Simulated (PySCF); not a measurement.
# C3HF7: NMR shifts in gas and solvents, part 2 of 2

PySCF 2.14.0. Atoms count from 0. Earlier steps stand in the parts before.

### Step 7. Nuclear shieldings: WP04/pcSseg-2 in chloroform

Job settings and geometry (Å):

```
{"job": {"kind": "nmr", "xc": "WP04", "basis": "pcSseg-2", "pop": false, "solvent": "chloroform"}, "charge": 0, "multiplicity": 1}
F      1.144406     0.672040    -1.545392
C      1.200119     0.590804    -0.207177
F      0.920664     1.795372     0.314389
C      0.198870    -0.457105     0.305712
F      0.562530    -1.646335    -0.201598
F      0.314086    -0.507070     1.642655
C     -1.294967    -0.231780    -0.034554
F     -1.723503     0.913688     0.477361
F     -1.479386    -0.214098    -1.347086
F     -2.010563    -1.223228     0.482676
H      2.206809     0.285085     0.098460
```

With the program's defaults for keys left out, this is: GIAO WP04/pcSseg-2 NMR shielding, non-relativistic, IEF-PCM chloroform.

The program printed:

```text
coarse grid: 11480 points
cycle   1  E = -827.9522747876  dE =  1.901e+00  |g| = 1.976e+00  |ddm| = 2.398e+00
cycle   2  E = -826.6630826046  dE =  1.289e+00  |g| = 3.570e+00  |ddm| = 2.004e+00
cycle   3  E = -828.4781643037  dE = -1.815e+00  |g| = 1.862e-01  |ddm| = 1.464e+00
cycle   4  E = -828.4834751388  dE = -5.311e-03  |g| = 9.654e-02  |ddm| = 2.074e-01
cycle   5  E = -828.4849359483  dE = -1.461e-03  |g| = 3.327e-02  |ddm| = 6.155e-02
cycle   6  E = -828.4850948390  dE = -1.589e-04  |g| = 5.347e-03  |ddm| = 1.496e-02
cycle   7  E = -828.4850984662  dE = -3.627e-06  |g| = 1.227e-03  |ddm| = 2.599e-03
final grid: 120224 points
cycle   8  E = -828.4649172750  dE = -2.096e-04  |g| = 7.557e-03  |ddm| = 5.265e-02
cycle   9  E = -828.4649039004  dE =  1.337e-05  |g| = 1.222e-02  |ddm| = 7.839e-03
cycle  10  E = -828.4649258730  dE = -2.197e-05  |g| = 5.607e-04  |ddm| = 4.765e-03
cycle  11  E = -828.4649259038  dE = -3.080e-08  |g| = 3.321e-04  |ddm| = 4.974e-04
cycle  12  E = -828.4649259220  dE = -1.819e-08  |g| = 8.611e-05  |ddm| = 2.008e-04
cycle  13  E = -828.4649259229  dE = -8.617e-10  |g| = 3.226e-05  |ddm| = 3.898e-05
cycle  14  E = -828.4649259230  dE = -1.469e-10  |g| = 2.449e-06  |ddm| = 1.459e-05
converged SCF energy = -828.4649259230

GIAO shielding tensors (ppm)
atom      isotropic    diamagn.    paramagn.     s11        s22        s33       span
  0 F      322.059     470.762    -148.703    221.784    350.752    393.641    171.858
  1 C       51.633     238.705    -187.073     34.498     58.238     62.162     27.664
  2 F      321.600     470.755    -149.155    220.962    351.058    392.778    171.816
  3 C       51.252     243.119    -191.867     30.890     59.960     62.905     32.015
  4 F      308.987     470.501    -161.514    216.465    347.793    362.703    146.238
  5 F      309.072     470.514    -161.442    216.119    348.426    362.671    146.552
  6 C       39.340     242.345    -203.005     26.856     43.881     47.283     20.427
  7 F      262.228     471.080    -208.852    184.194    257.558    344.932    160.739
  8 F      262.129     471.048    -208.919    184.275    257.555    344.557    160.282
  9 F      263.461     468.953    -205.492    184.525    251.327    354.531    170.007
 10 H       25.545      26.748      -1.203     23.922     24.316     28.398      4.477
```

Wall time 71 s (1 thread of Arm Neoverse V2, shared host); peak memory 1.9 GiB.

In short: δ C6 135.8, C3 123.9, C1 123.5, F7 -83.7, H10 6.32 ppm (means over like atoms).

### Step 8. Shielding tensors: wB97X-D/pcSseg-2 in chloroform

Settings changed since step 7:

```diff
@@ -1,2 +1,2 @@
-{"job": {"kind": "nmr", "xc": "WP04", "basis": "pcSseg-2", "pop": false, "solvent": "chloroform"}, "charge": 0, "multiplicity": 1}
+{"job": {"kind": "nmr", "xc": "wB97X-D", "basis": "pcSseg-2", "pop": false, "solvent": "chloroform"}, "charge": 0, "multiplicity": 1}
 F      1.144406     0.672040    -1.545392
```

With the program's defaults for keys left out, this is: GIAO wB97X-D/pcSseg-2 NMR shielding, non-relativistic, IEF-PCM chloroform.

The program printed:

```text
coarse grid: 11480 points
cycle   1  E = -813.5874523007  dE =  2.013e+00  |g| = 1.465e+00  |ddm| = 2.372e+00
cycle   2  E = -813.4482165447  dE =  1.392e-01  |g| = 1.864e+00  |ddm| = 1.417e+00
cycle   3  E = -813.9418941368  dE = -4.937e-01  |g| = 7.690e-02  |ddm| = 7.396e-01
cycle   4  E = -813.9427186766  dE = -8.245e-04  |g| = 3.329e-02  |ddm| = 5.277e-02
cycle   5  E = -813.9428815332  dE = -1.629e-04  |g| = 1.167e-02  |ddm| = 2.019e-02
cycle   6  E = -813.9429005975  dE = -1.906e-05  |g| = 2.477e-03  |ddm| = 5.616e-03
cycle   7  E = -813.9429018908  dE = -1.293e-06  |g| = 5.695e-04  |ddm| = 2.336e-03
final grid: 120224 points
cycle   8  E = -813.9386660641  dE = -3.498e-04  |g| = 1.652e-02  |ddm| = 5.922e-02
cycle   9  E = -813.9386636603  dE =  2.404e-06  |g| = 1.722e-02  |ddm| = 1.192e-02
cycle  10  E = -813.9386996491  dE = -3.599e-05  |g| = 1.345e-03  |ddm| = 5.575e-03
cycle  11  E = -813.9386999714  dE = -3.223e-07  |g| = 4.430e-04  |ddm| = 1.084e-03
cycle  12  E = -813.9387000075  dE = -3.607e-08  |g| = 9.125e-05  |ddm| = 4.358e-04
cycle  13  E = -813.9387000088  dE = -1.366e-09  |g| = 3.610e-05  |ddm| = 6.936e-05
cycle  14  E = -813.9387000091  dE = -2.963e-10  |g| = 5.175e-06  |ddm| = 4.463e-05
converged SCF energy = -813.9387000091

GIAO shielding tensors (ppm)
atom      isotropic    diamagn.    paramagn.     s11        s22        s33       span
  0 F      330.453     467.072    -136.620    232.881    345.302    413.175    180.294
  1 C       66.280     238.098    -171.818     50.344     73.315     75.182     24.838
  2 F      329.976     467.055    -137.078    232.009    345.621    412.299    180.290
  3 C       67.383     243.612    -176.230     48.036     75.372     78.739     30.703
  4 F      319.470     466.582    -147.112    230.631    355.522    372.258    141.627
  5 F      319.577     466.597    -147.020    230.243    355.407    373.082    142.840
  6 C       55.347     241.424    -186.077     43.481     59.656     62.903     19.422
  7 F      269.118     467.357    -198.239    195.158    272.485    339.711    144.553
  8 F      269.012     467.356    -198.344    195.237    272.480    339.319    144.082
  9 F      271.091     465.291    -194.200    196.375    265.612    351.287    154.912
 10 H       25.446      26.851      -1.405     23.620     24.170     28.549      4.929
```

It took 94 s on 1 thread of Arm Neoverse V2, shared host; peak memory 1.9 GiB.

This run: δ C6 131.8, C1 120.8, C3 119.7, F7 -82.6, H10 6.17 ppm (means over like atoms).

### Step 9. Run by run: NMR shifts

Shifts (ppm) of some atoms, chosen among heavy atoms and hydrogens apart, means over like atoms, with basis size and wall time (the measured row can stand on another reference than the computed rows):

```csv
run,C6,C3,H10,F7,F4,F0,functions,time
PBE0/pcSseg-2,130.6,118.1,5.88,-91.0,-141.5,-149.0,374,74 s
KT3/pcSseg-2,129.1,116.5,6.02,-108.2,-156.4,-162.2,374,77 s
wB97X-D/pcSseg-2,130.9,118.8,5.84,-83.8,-133.8,-141.9,374,91 s
B97-2/pcSseg-2,129.3,117.1,5.89,-91.2,-140.7,-148.0,374,71 s
WP04/pcSseg-2 in chloroform,135.8,123.9,6.32,-83.7,-130.1,-142.9,374,71 s
wB97X-D/pcSseg-2 in chloroform,131.8,119.7,6.17,-82.6,-132.4,-143.0,374,94 s
measured,–,–,–,–,–,-138.0,–,–
```

Measured: Wikipedia, Fluorine-19 nuclear magnetic resonance spectroscopy.

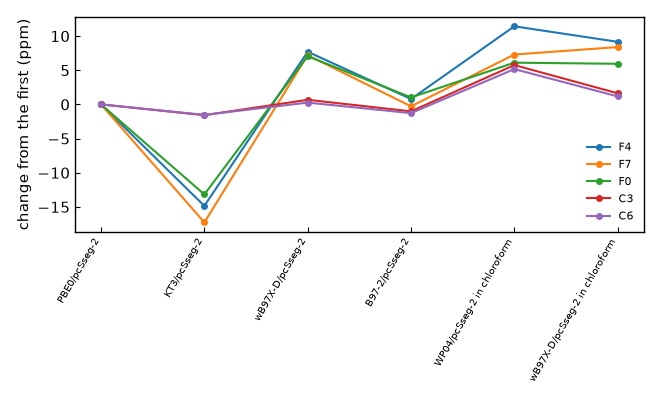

How five of the tabulated atoms move from run to run.

### Step 10. Summary of results

This closing draws on all 2 parts.

| quantity | value |
| --- | --- |
| point group | Cs |
| rotational constants (main isotopes) | 1.76, 1.18, 1.14 GHz |
| 13C shifts against TMS (PBE0/pcSseg-2) | 130.6, 120.0, 118.1 ppm |
| 1H shifts against TMS (PBE0/pcSseg-2) | 5.88 ppm |
| 19F shifts against CFCl3 (PBE0/pcSseg-2, means over atoms taken as alike) | -91.0, -141.5, -149.0 ppm |
| measured, and computed on the same scale | F0 δ -138.0, -149.0 ppm |
| surface potential, least and greatest | -0.29 V and 1.84 V |
| range of the shift of F4 (wB97X-D/pcSseg-2 runs) | -133.8 to -132.4 ppm |

What this shows: Over 5 steps the energy fell by 0.072 eV; of the close pairs, C3–C6 changed most, 1.575 to 1.549 Å. No frequency check was run at this level, so the end point may be a saddle. At PBE0/pcSseg-2: The widest tensor belongs to F0, F2: span 180 ppm, with a paramagnetic part of -144 ppm. The one measured 19F shift is missed by -11.0 ppm (computed less measured, unscaled). Vibration, temperature and solvent are missing from the calculation, and it holds one conformer, so part of the miss against the measured shifts is not the functional's. At one level, wB97X-D/pcSseg-2: Across the 2 runs the shift of F4 (with its like atoms) moves most, between -133.8 (wB97X-D/pcSseg-2) and -132.4 ppm (wB97X-D/pcSseg-2 in chloroform).
